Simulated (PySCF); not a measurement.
Input

```
{"job": {"kind": "nmr", "xc": "PBE0", "basis": "pcSseg-1"}, "charge": 0, "multiplicity": 1}
C      2.624385     0.334656    -0.052895
Si     1.025821     0.002787    -1.025832
Si    -0.645281    -0.537743     0.530687
P     -1.416762     0.915962     2.053087
C     -2.240413    -0.821920    -0.554036
F     -2.606356     0.303506    -1.210915
F     -2.045942    -1.755934    -1.512047
F     -3.318730    -1.218744     0.142201
H      2.508397     1.167846     0.635332
H      2.926076    -0.531967     0.528746
H      3.444639     0.577839    -0.720887
H      1.256449    -1.074407    -1.995625
H      0.667268     1.219552    -1.772406
H     -0.569565    -1.830129     1.233985
H     -0.157810     1.258416     2.524047
H     -1.459775     1.999225     1.185146
```

Launched as:

```sh
OMP_NUM_THREADS=1 python probes_run.py task.json out
```

Geometry: GFN2-xTB.

Method: PBE0/pcSseg-1, SCF density, gas phase, non-relativistic in PySCF 2.14.0.

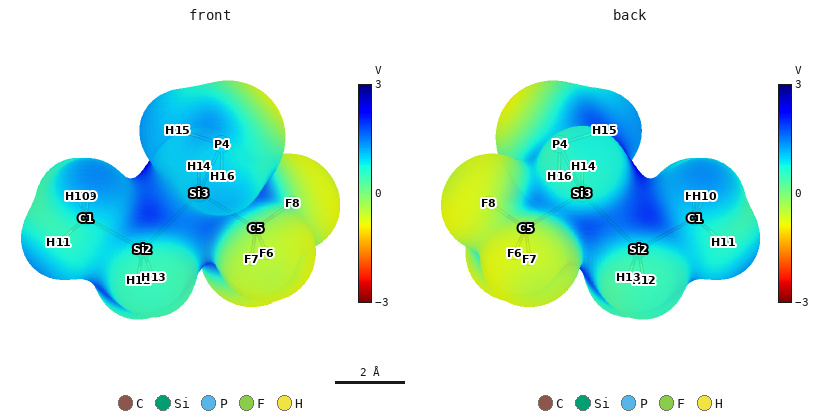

C₂H₈F₃PSi₂. The electrostatic potential painted on the density surface at 0.004 e/bohr³, seen from the front and from behind; the colour scale runs from red (negative) to blue (positive).

Question: Describe the electrostatic potential map.

Answer: The most negative region (about −0.8 V) lies over P4, F6, F7 and F8, the most positive (about +2.3 V) over Si3.
